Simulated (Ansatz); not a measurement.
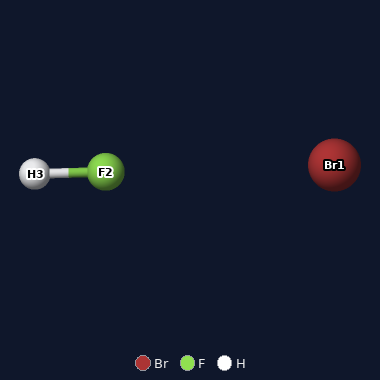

The system is Br + FH, spin multiplicity 2; the picture shows the reference structure. Coordinates scanned: (1) distance Br1–F2; (2) distance F2–H3. Nothing is relaxed (the angle Br1–F2–H3 is fixed at 180 degrees). Grid: 15 × 15 points. Energies are in kJ/mol, from the lowest grid point. In part of the range the unrestricted reference is strongly spin-contaminated. Method: UHF/def2-TZVPD in Ansatz.

Its coordinates:

```yaml
atoms:
  - { symbol: Br, position_ang: [-3.0400, 0.0000, 0.0000] }
  - { symbol: F, position_ang: [0.0000, 0.0000, 0.0000] }
  - { symbol: H, position_ang: [0.9440, 0.0000, 0.0000] }
```

Range: distance Br1–F2 from 1.440 to 3.040 Å; distance F2–H3 from 0.728 to 2.328 Å.

Predict the map.

The lowest grid point is at distance Br1–F2 = 3.040 Å, distance F2–H3 = 0.944 Å. It lies in a valley that leaves the map towards separated partners. The highest grid point, distance Br1–F2 = 1.440 Å, distance F2–H3 = 0.728 Å, lies 1225 kJ/mol above the lowest. On the interpolated surface the lowest path from the side where the first distance is long, about distance Br1–F2 = 3.04 Å, distance F2–H3 = 0.91 Å, to the side where the second distance is long, about distance Br1–F2 = 1.71 Å, distance F2–H3 = 2.33 Å, has its top at about distance Br1–F2 = 1.90 Å, distance F2–H3 = 1.64 Å, about 420 kJ/mol above the start and 52 kJ/mol above the end.

```csv
"distance F2–H3 ↓, distance Br1–F2 →",1.440,1.492,1.567,1.656,1.754,1.860,1.972,2.090,2.213,2.341,2.473,2.609,2.749,2.893,3.040
2.328,569,483,406,365,360,384,409,415,413,410,407,404,402,400,399
2.181,574,488,410,369,364,387,410,415,413,409,405,403,400,399,398
2.037,581,495,417,375,369,391,411,414,411,407,403,400,398,396,395
1.897,592,505,427,384,377,397,412,412,408,403,399,395,393,392,390
1.761,608,520,441,397,389,403,411,408,402,396,391,387,385,383,382
1.629,630,542,461,415,403,409,408,400,391,382,376,372,369,367,366
1.501,661,571,488,438,420,412,399,383,368,357,350,344,341,339,338
1.378,702,610,523,466,434,406,376,348,327,312,301,294,290,288,286
1.260,754,658,564,494,437,381,330,289,258,236,221,212,206,203,201
1.148,816,714,607,510,417,333,266,215,179,154,137,127,120,117,115
1.042,883,771,639,504,382,282,206,150,111,84,67,56,49,45,43
0.944,949,820,657,497,360,252,171,112,71,43,25,13,6,2,0
0.855,1020,874,693,520,377,264,179,118,76,47,28,16,9,5,2
0.780,1116,961,771,593,445,329,243,180,136,107,88,76,68,64,61
0.728,1225,1066,873,692,542,424,336,273,228,199,179,167,159,155,152
```

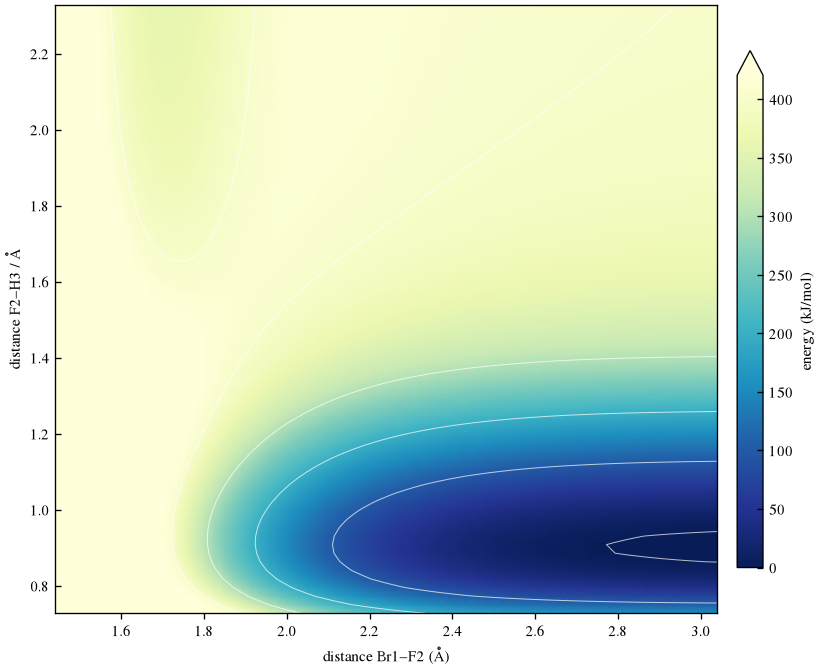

Drawn: a smooth colour map with a few white contour lines, one colour for all values above the top of the scale. Between grid points the surface is interpolated.

Each point was launched as `ansatz run input.yaml --threads 1 --pin off --max-ram 2560MiB --backend cpu --events-out ev --progress --plain --runs-dir out`. Time for the 225 points that were run: 60 min on 1 thread of Arm Neoverse N1, on a shared host.
